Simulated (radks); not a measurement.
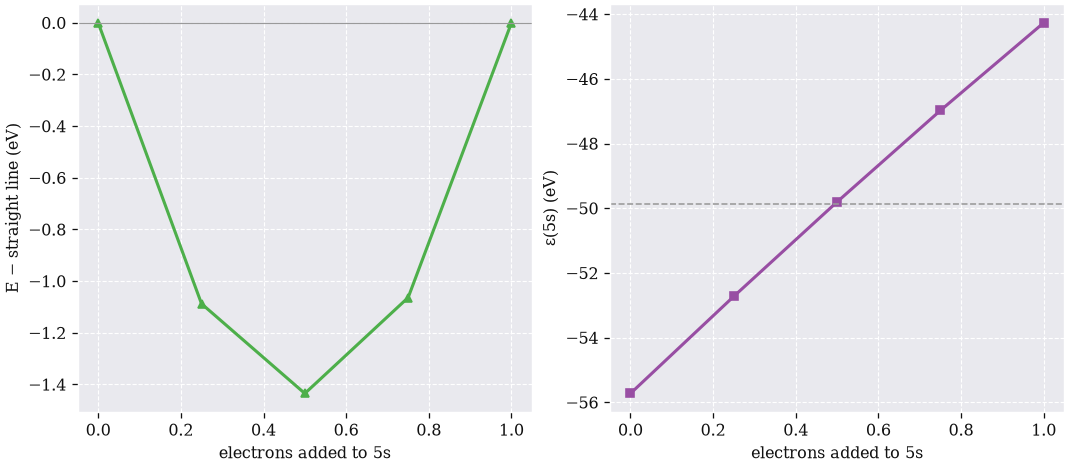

All numbers are computed, not measured: Dirac Kohn-Sham, PBE, spin-unpolarised, spherical densities, finite nucleus (the in-house radial solver radks). The occupation of the 5s shell is varied from Ce²⁺ ([Kr] 4d10 4f1 5s1 5p6 5d2 (4f5/2: 1, 5d3/2: 2)) to Ce⁺ ([Xe] 4f1 5d2 (4f5/2: 1, 5d3/2: 2)), with spherical fractional occupations. The plot shows the total energy less the straight line between the end points, and the eigenvalue of 5s (the dashed line is minus the energy to take the whole electron out).

### What does the shape say about the method?

The curve is convex (below the straight line), with the largest deviation among the points computed, −1.44 eV, at 0.5. The end points differ by 49.9 eV, the energy to take the electron out. The eigenvalue, which is the slope of the energy (Janak's theorem), moves from −55.7 eV at 0 to −44.3 eV at 1; for a straight line it would stay constant, and a parabola would sag by an eighth of this change, scaled to a whole electron, 1.43 eV. Convexity is the delocalisation error: fractional charges are too low in energy. The shell lies under occupied ones, so the straight line is a guide here rather than an exact condition.
